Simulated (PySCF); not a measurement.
C$_{2}$H$_{8}$OSSi (SMILES COC[SiH2]S)

Input

```
{"job": {"kind": "nmr", "xc": "PBE0", "basis": "pcSseg-1"}, "charge": 0, "multiplicity": 1}
C     -1.861486     0.869685     0.347122
O     -0.527365     0.472333     0.525339
C     -0.133156    -0.584996    -0.328670
Si     1.656711    -0.994464     0.180296
S      2.797898     0.808919     0.017493
H     -2.550959     0.041048     0.551522
H     -2.033446     1.225739    -0.676633
H     -2.047853     1.678804     1.051106
H     -0.221538    -0.277181    -1.380180
H     -0.793644    -1.450937    -0.192264
H      1.668920    -1.454558     1.564177
H      2.253977    -1.944458    -0.748335
H      1.787552     1.610552     0.314115
```

Run with:

```sh
OMP_NUM_THREADS=1 python probes_run.py task.json out
```

Geometry: GFN2-xTB.

All numbers below come from PBE0/pcSseg-1, SCF density, gas phase, non-relativistic (PySCF 2.14.0).

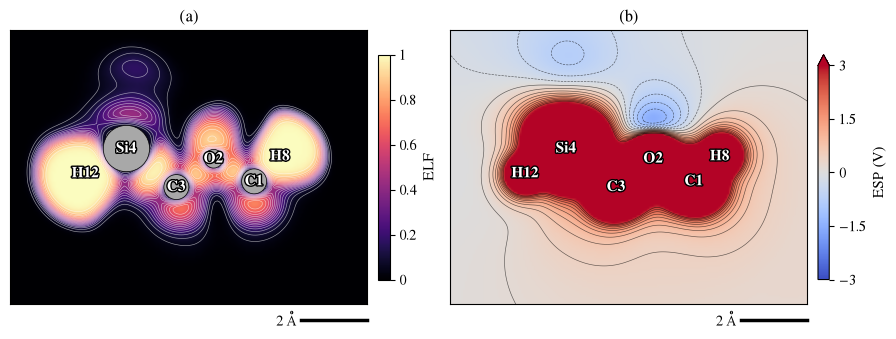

Figure 1. (a) electron localisation function; (b) electrostatic potential on the plane of atoms O2, C3 and Si4. Grey discs cover the atomic cores in the ELF map.

Question: Interpret the plot.

Answer: The plane passes through C, O, Si and H nuclei.
C–O (1.40 Å): the ELF peaks at about 0.90 between the atoms; a shared but strongly polarised pair.
C–Si (1.91 Å): the ELF peaks at about 1 between the atoms; a shared electron pair.
C–H (1.09 Å): the ELF climbs to about 1 towards the hydrogen, as it does in any bond to H; an ordinary covalent bond to hydrogen.
Si–H (1.46 Å): the ELF climbs to about 1 towards the hydrogen.
The ELF also peaks beside O2, away from the bonds: lone-pair regions.
Outside the dense part of the molecule the potential is most negative (−1.5 V) near O2.

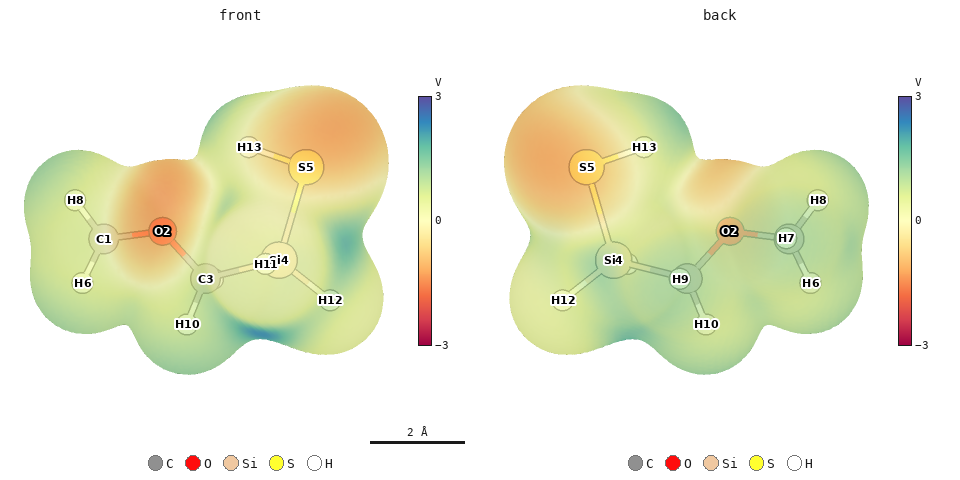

Figure 2. The electrostatic potential painted on the density surface at 0.004 e/bohr³, seen from the front and from behind; the colour scale runs from red (negative) to blue (positive).

Question: Which sites attract a positive test charge, and which a negative one?

Answer: A positive charge is drawn to the negative regions and a negative charge to the positive ones. The most negative region (about −1.3 V) lies over O2, the most positive (about +2.1 V) over Si4. O2 is the likeliest acceptor of a hydrogen bond.
